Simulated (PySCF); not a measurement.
# C₂BBr₅: NMR shifts at several levels of theory

How much do the NMR shifts of C₂BBr₅ (`BrB(Br)C(Br)=C(Br)Br`) depend on the level of theory, and what does each level cost?

Computed with PySCF 2.14.0, with density-fitted response routines of our own, on a single molecule in the gas phase. Atoms count from 0, in the outputs and in this text.

## (1) The starting structure

8 atoms, charge 0, multiplicity 1; geometry from: GFN2-xTB.

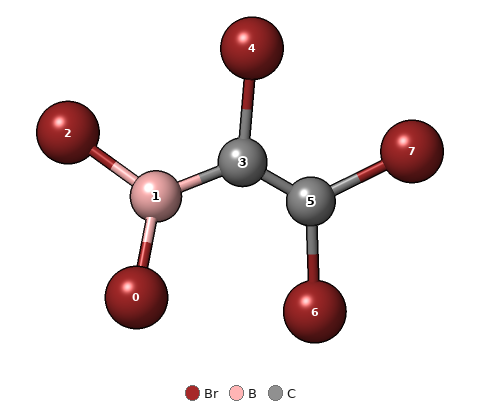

The starting geometry (bromine red, boron pink, carbon grey), atoms numbered.

## (2) Geometry optimisation at PBE0-D3(BJ)/def2-SVP

What the job is given:

```
{"job": {"xc": "PBE0", "basis": "def2-SVP", "d3": "d3bj", "grid": 1, "kind": "geom"}, "charge": 0, "multiplicity": 1}
Br     1.806660     1.874170     0.540340
B      1.333030     0.074890     0.318900
Br     2.685730    -1.216750     0.371710
C     -0.151470    -0.381930     0.171200
Br    -0.567250    -2.057980     1.018930
C     -1.171220     0.241850    -0.448580
Br    -0.972960     1.833490    -1.442610
Br    -2.933710    -0.422010    -0.489820
```

What it wrote:

```text
step   0  E = -12968.65875724  max force = 0.011600
step   1  E = -12968.65979812  max force = 0.006581
step   2  E = -12968.66035221  max force = 0.010137
step   3  E = -12968.66164254  max force = 0.005615
step   4  E = -12968.66246492  max force = 0.007092
step   5  E = -12968.66377438  max force = 0.003211
step   6  E = -12968.66460754  max force = 0.002158
step   7  E = -12968.66493305  max force = 0.003328
step   8  E = -12968.66499348  max force = 0.000622
step   9  E = -12968.66500924  max force = 0.000512
step  10  E = -12968.66501151  max force = 0.000244
optimisation converged
```

It took 3.5 min on 8 threads of Intel Xeon 6975P-C (Granite Rapids), shared host.

The steps of the relaxation:

| step | energy from step 0 (eV) | largest force component (eV/Å) |
| --- | --- | --- |
| 0 | 0.0000 | 0.5965 |
| 1 | -0.0283 | 0.3384 |
| 2 | -0.0434 | 0.5213 |
| 3 | -0.0785 | 0.2887 |
| 4 | -0.1009 | 0.3647 |
| 5 | -0.1365 | 0.1651 |
| 6 | -0.1592 | 0.1110 |
| 7 | -0.1681 | 0.1711 |
| 8 | -0.1697 | 0.0320 |
| 9 | -0.1701 | 0.0263 |
| 10 | -0.1702 | 0.0125 |

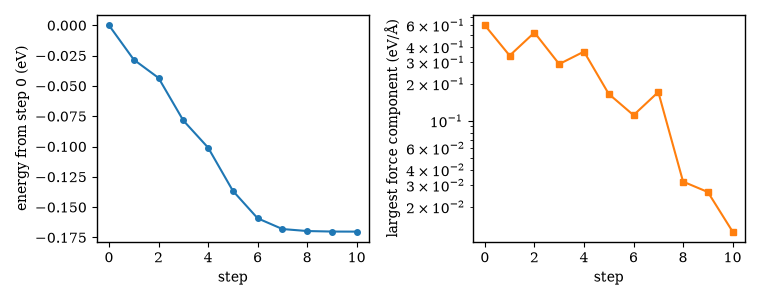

Energy and force, step by step.

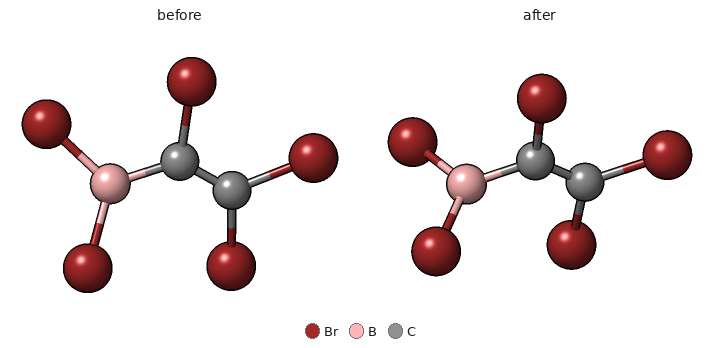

Before and after, at one scale.

Distances of close pairs at the start and the end, largest changes first:

| bond | before (Å) | after (Å) | change (Å) |
| --- | --- | --- | --- |
| C3–Br4 | 1.924 | 1.878 | -0.046 |
| B1–Br2 | 1.871 | 1.898 | +0.027 |
| Br0–B1 | 1.874 | 1.898 | +0.025 |
| C5–Br7 | 1.884 | 1.864 | -0.020 |
| C3–C5 | 1.347 | 1.340 | -0.007 |
| C5–Br6 | 1.887 | 1.882 | -0.005 |
| B1–C3 | 1.560 | 1.563 | +0.003 |

The final coordinates are the input of the step that follows.

| at the end point | value |
| --- | --- |
| point group (found at 0.08 Å tolerance) | Cs |
| rotational constants (GHz, main isotopes) | 0.401, 0.247, 0.206 |
| dipole moment (D) | 0.32 |

## (3) NMR shieldings: PBE0/pcSseg-2

What the job is given:

```
{"job": {"kind": "nmr", "xc": "PBE0", "basis": "pcSseg-2", "pop": false}, "charge": 0, "multiplicity": 1}
Br     1.751784     1.572647     1.461733
B      1.259825     0.123846     0.338157
Br     2.575069    -0.813949    -0.658681
C     -0.229311    -0.350324     0.296211
Br    -0.596073    -1.648760     1.601893
C     -1.154668     0.102866    -0.560135
Br    -0.643995     1.407522    -1.816138
Br    -2.933822    -0.448119    -0.622969
```

Method: GIAO PBE0/pcSseg-2 NMR shielding, non-relativistic, gas phase.

What it wrote:

```text
coarse grid: 52200 points
cycle   1  E = -12970.4290212877  dE = -5.065e+00  |g| = 2.114e+00  |ddm| = 2.949e+00
cycle   2  E = -12970.4171040718  dE =  1.192e-02  |g| = 1.408e+00  |ddm| = 7.150e-01
cycle   3  E = -12970.4994195796  dE = -8.232e-02  |g| = 4.051e-01  |ddm| = 6.878e-01
cycle   4  E = -12970.5225629202  dE = -2.314e-02  |g| = 2.509e-01  |ddm| = 4.197e-01
cycle   5  E = -12970.5364234553  dE = -1.386e-02  |g| = 1.771e-02  |ddm| = 1.592e-01
cycle   6  E = -12970.5364735722  dE = -5.012e-05  |g| = 8.687e-03  |ddm| = 1.761e-02
cycle   7  E = -12970.5364895884  dE = -1.602e-05  |g| = 2.834e-03  |ddm| = 7.142e-03
cycle   8  E = -12970.5364913022  dE = -1.714e-06  |g| = 1.131e-03  |ddm| = 2.798e-03
final grid: 99000 points
cycle   9  E = -12970.5364593632  dE =  8.911e-07  |g| = 2.191e-03  |ddm| = 2.949e-03
cycle  10  E = -12970.5364553252  dE =  4.038e-06  |g| = 4.495e-03  |ddm| = 5.052e-03
cycle  11  E = -12970.5364605905  dE = -5.265e-06  |g| = 2.867e-04  |ddm| = 3.417e-03
cycle  12  E = -12970.5364606052  dE = -1.472e-08  |g| = 3.114e-05  |ddm| = 1.794e-04
cycle  13  E = -12970.5364606054  dE = -1.528e-10  |g| = 8.249e-06  |ddm| = 2.214e-05
converged SCF energy = -12970.5364606054

GIAO shielding tensors (ppm)
atom      isotropic    diamagn.    paramagn.     s11        s22        s33       span
  0 Br    1985.815    3123.097   -1137.282   1366.360   2250.444   2340.641    974.280
  1 B       31.222     190.881    -159.659     -6.328     13.554     86.439     92.766
  2 Br    1987.009    3123.086   -1136.077   1366.750   2250.880   2343.397    976.647
  3 C       35.258     253.099    -217.841    -67.474     63.037    110.210    177.684
  4 Br    1853.637    3122.686   -1269.049   1260.022   1696.543   2604.345   1344.323
  5 C       36.877     246.828    -209.951    -45.986     72.690     83.929    129.915
  6 Br    1683.939    3123.861   -1439.922   1190.625   1230.660   2630.532   1439.907
  7 Br    1748.211    3122.351   -1374.141   1215.911   1361.617   2667.105   1451.194
```

Wall time 2.3 min (8 threads of Intel Xeon 6975P-C (Granite Rapids), shared host).

Shifts follow as δ = σ(reference) − σ, with reference shieldings (ppm) from runs at the same level and on the same kind of geometry: 13C TMS 184.1, 11B BF3·OEt2 99.1, 79Br HBr 2592. The references are single molecules in the gas phase. Atoms listed in one row are averaged.

| atoms | environment | σ (ppm) | δ (ppm) |
| --- | --- | --- | --- |
| C3 | fully substituted alkene carbon bonded to Br | 35.3 | 148.9 |
| C5 | fully substituted alkene carbon bonded to Br | 36.9 | 147.2 |
| Br6 | bromine bonded to C | 1684 | 908 |
| Br7 | bromine bonded to C | 1748 | 844 |
| Br4 | bromine bonded to C | 1854 | 739 |
| Br0, Br2 | bromine bonded to B | 1986 | 606 |
| B1 | boron bonded to C, 2 Br | 31.2 | 67.8 |

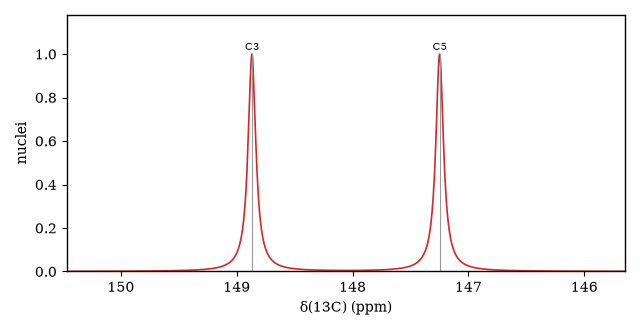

13C lines at the computed shifts, without couplings. Lines are broadened to a width of 0.08 ppm (Lorentzian).

## (4) NMR shieldings: PBE/pcSseg-2

Settings changed since step 3:

```diff
@@ -1,2 +1,2 @@
-{"job": {"kind": "nmr", "xc": "PBE0", "basis": "pcSseg-2", "pop": false}, "charge": 0, "multiplicity": 1}
+{"job": {"kind": "nmr", "xc": "PBE", "basis": "pcSseg-2", "pop": false}, "charge": 0, "multiplicity": 1}
 Br     1.751784     1.572647     1.461733
```

Method: GIAO PBE/pcSseg-2 NMR shielding, non-relativistic, gas phase.

What it wrote:

```text
coarse grid: 52200 points
cycle   1  E = -12969.9897776472  dE = -5.172e+00  |g| = 2.508e+00  |ddm| = 3.039e+00
cycle   2  E = -12969.8727121367  dE =  1.171e-01  |g| = 2.045e+00  |ddm| = 9.353e-01
cycle   3  E = -12969.9276158052  dE = -5.490e-02  |g| = 9.358e-01  |ddm| = 1.203e+00
cycle   4  E = -12970.0782542503  dE = -1.506e-01  |g| = 4.437e-01  |ddm| = 9.664e-01
cycle   5  E = -12970.1289465228  dE = -5.069e-02  |g| = 6.763e-02  |ddm| = 3.789e-01
cycle   6  E = -12970.1294693902  dE = -5.229e-04  |g| = 5.021e-02  |ddm| = 7.486e-02
cycle   7  E = -12970.1300421036  dE = -5.727e-04  |g| = 1.574e-02  |ddm| = 4.479e-02
cycle   8  E = -12970.1300986667  dE = -5.656e-05  |g| = 5.275e-03  |ddm| = 1.450e-02
cycle   9  E = -12970.1301055964  dE = -6.930e-06  |g| = 5.618e-04  |ddm| = 4.291e-03
final grid: 99000 points
cycle  10  E = -12970.1300662636  dE =  1.158e-07  |g| = 9.556e-04  |ddm| = 2.512e-03
cycle  11  E = -12970.1300654015  dE =  8.620e-07  |g| = 2.040e-03  |ddm| = 2.705e-03
cycle  12  E = -12970.1300664609  dE = -1.059e-06  |g| = 3.965e-04  |ddm| = 1.923e-03
cycle  13  E = -12970.1300664987  dE = -3.776e-08  |g| = 7.826e-05  |ddm| = 3.006e-04
cycle  14  E = -12970.1300665001  dE = -1.422e-09  |g| = 1.645e-05  |ddm| = 6.855e-05
cycle  15  E = -12970.1300665002  dE = -6.548e-11  |g| = 6.435e-06  |ddm| = 1.669e-05
converged SCF energy = -12970.1300665002

GIAO shielding tensors (ppm)
atom      isotropic    diamagn.    paramagn.     s11        s22        s33       span
  0 Br    1878.465    3123.000   -1244.535   1260.920   2106.618   2267.859   1006.939
  1 B       26.999     191.182    -164.184     -9.282     10.009     80.268     89.550
  2 Br    1879.721    3122.990   -1243.269   1261.337   2107.297   2270.528   1009.191
  3 C       34.485     253.450    -218.966    -61.246     61.951    102.750    163.996
  4 Br    1710.066    3122.695   -1412.629   1116.246   1517.294   2496.659   1380.413
  5 C       34.540     247.232    -212.693    -36.161     58.258     81.523    117.684
  6 Br    1564.587    3123.710   -1559.123   1070.787   1112.304   2510.670   1439.883
  7 Br    1654.537    3122.230   -1467.693   1108.675   1267.486   2587.449   1478.774
```

Run time: 47 s. Hardware: 8 threads of Intel Xeon 6975P-C (Granite Rapids), shared host.

This run: δ C3 144.9, C5 144.9, Br6 1002, Br7 912 ppm.

## (5) NMR shieldings: wB97X-D/pcSseg-2

Settings changed since step 4:

```diff
@@ -1,2 +1,2 @@
-{"job": {"kind": "nmr", "xc": "PBE", "basis": "pcSseg-2", "pop": false}, "charge": 0, "multiplicity": 1}
+{"job": {"kind": "nmr", "xc": "wB97X-D", "basis": "pcSseg-2", "pop": false}, "charge": 0, "multiplicity": 1}
 Br     1.751784     1.572647     1.461733
```

Level: GIAO wB97X-D/pcSseg-2 NMR shielding, non-relativistic, gas phase.

What it wrote:

```text
coarse grid: 52200 points
cycle   1  E = -12972.2464683657  dE = -4.882e+00  |g| = 2.107e+00  |ddm| = 2.854e+00
cycle   2  E = -12972.2396501268  dE =  6.818e-03  |g| = 1.365e+00  |ddm| = 9.845e-01
cycle   3  E = -12972.3891833449  dE = -1.495e-01  |g| = 3.352e-01  |ddm| = 7.823e-01
cycle   4  E = -12972.4135262519  dE = -2.434e-02  |g| = 1.452e-01  |ddm| = 3.012e-01
cycle   5  E = -12972.4173425106  dE = -3.816e-03  |g| = 8.989e-03  |ddm| = 9.055e-02
cycle   6  E = -12972.4173829283  dE = -4.042e-05  |g| = 4.845e-03  |ddm| = 2.307e-02
cycle   7  E = -12972.4173882929  dE = -5.365e-06  |g| = 1.497e-03  |ddm| = 6.407e-03
final grid: 99000 points
cycle   8  E = -12972.4174131511  dE = -3.240e-06  |g| = 2.830e-03  |ddm| = 6.936e-03
cycle   9  E = -12972.4174125802  dE =  5.710e-07  |g| = 3.213e-03  |ddm| = 3.138e-03
cycle  10  E = -12972.4174142246  dE = -1.644e-06  |g| = 3.778e-04  |ddm| = 1.885e-03
cycle  11  E = -12972.4174142571  dE = -3.254e-08  |g| = 8.034e-05  |ddm| = 3.002e-04
cycle  12  E = -12972.4174142620  dE = -4.919e-09  |g| = 3.094e-05  |ddm| = 2.351e-04
cycle  13  E = -12972.4174142625  dE = -4.802e-10  |g| = 1.306e-05  |ddm| = 7.030e-05
converged SCF energy = -12972.4174142625

GIAO shielding tensors (ppm)
atom      isotropic    diamagn.    paramagn.     s11        s22        s33       span
  0 Br    2028.167    3123.293   -1095.126   1413.748   2316.382   2354.371    940.623
  1 B       31.724     190.560    -158.836     -7.011     13.545     88.638     95.650
  2 Br    2029.427    3123.279   -1093.852   1414.127   2316.965   2357.190    943.063
  3 C       33.002     252.915    -219.913    -74.932     61.054    112.884    187.816
  4 Br    1884.202    3122.898   -1238.696   1272.853   1722.405   2657.348   1384.494
  5 C       36.394     246.478    -210.085    -53.877     78.618     84.439    138.316
  6 Br    1697.526    3124.165   -1426.640   1170.575   1228.114   2693.888   1523.313
  7 Br    1751.050    3122.701   -1371.650   1214.365   1331.630   2707.156   1492.791
```

It took 2.4 min on 8 threads of Intel Xeon 6975P-C (Granite Rapids), shared host.

Key values: δ C3 151.4, C5 148.0, Br6 880, Br7 827 ppm.

## (6) NMR shieldings: KT2/pcSseg-2

Settings changed since step 5:

```diff
@@ -1,2 +1,2 @@
-{"job": {"kind": "nmr", "xc": "wB97X-D", "basis": "pcSseg-2", "pop": false}, "charge": 0, "multiplicity": 1}
+{"job": {"kind": "nmr", "xc": "KT2", "basis": "pcSseg-2", "pop": false}, "charge": 0, "multiplicity": 1}
 Br     1.751784     1.572647     1.461733
```

With the program's defaults for keys left out, this is: GIAO KT2/pcSseg-2 NMR shielding, non-relativistic, gas phase.

What it wrote:

```text
coarse grid: 52200 points
cycle   1  E = -13022.8498583240  dE = -5.025e+00  |g| = 1.408e+00  |ddm| = 3.013e+00
cycle   2  E = -13022.7949977567  dE =  5.486e-02  |g| = 7.866e-01  |ddm| = 6.267e-01
cycle   3  E = -13022.6947059641  dE =  1.003e-01  |g| = 8.654e-01  |ddm| = 1.061e+00
cycle   4  E = -13022.8749068671  dE = -1.802e-01  |g| = 1.942e-01  |ddm| = 7.776e-01
cycle   5  E = -13022.8825503017  dE = -7.643e-03  |g| = 5.654e-02  |ddm| = 1.778e-01
cycle   6  E = -13022.8832905084  dE = -7.402e-04  |g| = 2.161e-02  |ddm| = 5.451e-02
cycle   7  E = -13022.8833870892  dE = -9.658e-05  |g| = 7.793e-03  |ddm| = 1.962e-02
cycle   8  E = -13022.8834003689  dE = -1.328e-05  |g| = 2.712e-03  |ddm| = 8.298e-03
cycle   9  E = -13022.8834022515  dE = -1.883e-06  |g| = 4.866e-04  |ddm| = 2.623e-03
final grid: 99000 points
cycle  10  E = -13022.8833415114  dE =  1.152e-07  |g| = 9.423e-04  |ddm| = 2.358e-03
cycle  11  E = -13022.8833405832  dE =  9.282e-07  |g| = 2.136e-03  |ddm| = 2.597e-03
cycle  12  E = -13022.8833417048  dE = -1.122e-06  |g| = 3.297e-04  |ddm| = 1.736e-03
cycle  13  E = -13022.8833417325  dE = -2.773e-08  |g| = 3.983e-05  |ddm| = 3.419e-04
cycle  14  E = -13022.8833417329  dE = -3.711e-10  |g| = 1.198e-05  |ddm| = 4.402e-05
converged SCF energy = -13022.8833417329

GIAO shielding tensors (ppm)
atom      isotropic    diamagn.    paramagn.     s11        s22        s33       span
  0 Br    1929.665    3127.420   -1197.755   1351.411   2176.677   2260.908    909.497
  1 B       38.229     193.406    -155.177      4.436     25.089     85.161     80.725
  2 Br    1930.950    3127.407   -1196.458   1351.810   2176.967   2264.071    912.261
  3 C       44.511     253.838    -209.327    -46.365     75.373    104.526    150.892
  4 Br    1769.702    3127.041   -1357.339   1206.431   1578.634   2524.040   1317.609
  5 C       46.553     248.169    -201.616    -17.099     64.809     91.949    109.049
  6 Br    1598.128    3128.467   -1530.339   1089.565   1166.020   2538.800   1449.235
  7 Br    1693.987    3126.707   -1432.720   1162.917   1301.912   2617.131   1454.213
```

Wall time 42 s (8 threads of Intel Xeon 6975P-C (Granite Rapids), shared host).

This run: δ C3 137.8, C5 135.7, Br6 991, Br7 895 ppm.

## (7) Nuclear shieldings: HF/pcSseg-2

Settings changed since step 6:

```diff
@@ -1,2 +1,2 @@
-{"job": {"kind": "nmr", "xc": "KT2", "basis": "pcSseg-2", "pop": false}, "charge": 0, "multiplicity": 1}
+{"job": {"kind": "nmr", "xc": "HF", "basis": "pcSseg-2", "pop": false}, "charge": 0, "multiplicity": 1}
 Br     1.751784     1.572647     1.461733
```

Level: GIAO HF/pcSseg-2 NMR shielding, non-relativistic, gas phase.

What it wrote:

```text
final grid: 99000 points
cycle   1  E = -12962.4758786976  dE = -4.631e+00  |g| = 1.457e+00  |ddm| = 2.803e+00
cycle   2  E = -12962.5716882697  dE = -9.581e-02  |g| = 8.498e-01  |ddm| = 1.035e+00
cycle   3  E = -12962.6919462465  dE = -1.203e-01  |g| = 1.813e-01  |ddm| = 6.657e-01
cycle   4  E = -12962.7010651304  dE = -9.119e-03  |g| = 6.681e-02  |ddm| = 1.689e-01
cycle   5  E = -12962.7023271839  dE = -1.262e-03  |g| = 1.485e-02  |ddm| = 7.979e-02
cycle   6  E = -12962.7024837982  dE = -1.566e-04  |g| = 3.426e-03  |ddm| = 3.799e-02
cycle   7  E = -12962.7024946750  dE = -1.088e-05  |g| = 1.271e-03  |ddm| = 9.622e-03
cycle   8  E = -12962.7024958372  dE = -1.162e-06  |g| = 3.878e-04  |ddm| = 3.148e-03
cycle   9  E = -12962.7024959469  dE = -1.098e-07  |g| = 1.807e-04  |ddm| = 7.959e-04
cycle  10  E = -12962.7024959684  dE = -2.149e-08  |g| = 6.860e-05  |ddm| = 3.890e-04
cycle  11  E = -12962.7024959730  dE = -4.584e-09  |g| = 3.619e-05  |ddm| = 1.569e-04
cycle  12  E = -12962.7024959738  dE = -7.603e-10  |g| = 1.103e-05  |ddm| = 7.883e-05
converged SCF energy = -12962.7024959738

GIAO shielding tensors (ppm)
atom      isotropic    diamagn.    paramagn.     s11        s22        s33       span
  0 Br    2255.327    3123.255    -867.928   1699.389   2473.725   2592.868    893.479
  1 B       46.961     188.344    -141.383     11.839     29.125     99.918     88.080
  2 Br    2256.350    3123.242    -866.892   1699.685   2475.724   2593.641    893.956
  3 C       39.120     251.315    -212.194    -82.431     70.986    128.806    211.236
  4 Br    2162.687    3122.696    -960.009   1637.371   2045.685   2805.006   1167.635
  5 C       45.343     244.527    -199.184    -65.292     96.818    104.502    169.794
  6 Br    1950.776    3124.132   -1173.357   1464.642   1547.331   2840.354   1375.712
  7 Br    1964.884    3122.618   -1157.734   1506.492   1561.004   2827.155   1320.662
```

Run time: 91 s. Hardware: 8 threads of Intel Xeon 6975P-C (Granite Rapids), shared host.

This run: δ C3 152.4, C5 146.1, Br6 673, Br7 658 ppm.

## (8) Side by side: NMR shifts

Shifts (ppm) of some atoms, chosen among heavy atoms and hydrogens apart, means over like atoms, with basis size and wall time:

| run | C3 | Br6 | Br7 | Br4 | Br0 | functions | time |
| --- | --- | --- | --- | --- | --- | --- | --- |
| PBE0/pcSseg-2 | 148.9 | 908 | 844 | 739 | 606 | 423 | 2.3 min |
| PBE/pcSseg-2 | 144.9 | 1002 | 912 | 857 | 688 | 423 | 47 s |
| wB97X-D/pcSseg-2 | 151.4 | 880 | 827 | 693 | 549 | 423 | 2.4 min |
| KT2/pcSseg-2 | 137.8 | 991 | 895 | 819 | 659 | 423 | 42 s |
| HF/pcSseg-2 | 152.4 | 673 | 658 | 461 | 368 | 423 | 91 s |

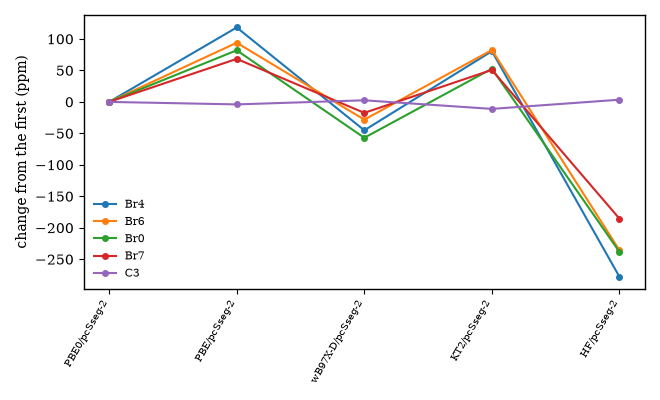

How the tabulated atoms move from run to run.

## (9) What came out

| quantity | value |
| --- | --- |
| point group | Cs |
| rotational constants (main isotopes) | 0.40, 0.25, 0.21 GHz |
| 13C shifts against TMS (PBE0/pcSseg-2) | 148.9, 147.2 ppm |
| 79Br shifts against HBr (PBE0/pcSseg-2, means over atoms taken as alike) | 908, 844, 739, 606 ppm |
| 11B shifts against BF3·OEt2 (PBE0/pcSseg-2) | 67.8 ppm |
| range of the shift of Br4 | 461 to 857 ppm |

In words: Single values in the summary come from the first sound run of each kind (PBE0/pcSseg-2), which need not be the best level. The optimisation took 10 steps and gained 0.170 eV; among the close pairs (by a distance rule), C3–Br4 changed most, from 1.924 to 1.878 Å. C3, C5 stand next to heavy halogen, whose spin-orbit shielding this run leaves out, so the computed shift lies too far downfield, most of all for carbon beside Br or I. In ppm, Br4 moves most: its shift spreads over 396 ppm, from 461 (HF/pcSseg-2) to 857 (PBE/pcSseg-2). Spin-orbit coupling is left out, which matters for shieldings and couplings at and beside the heavy atoms.
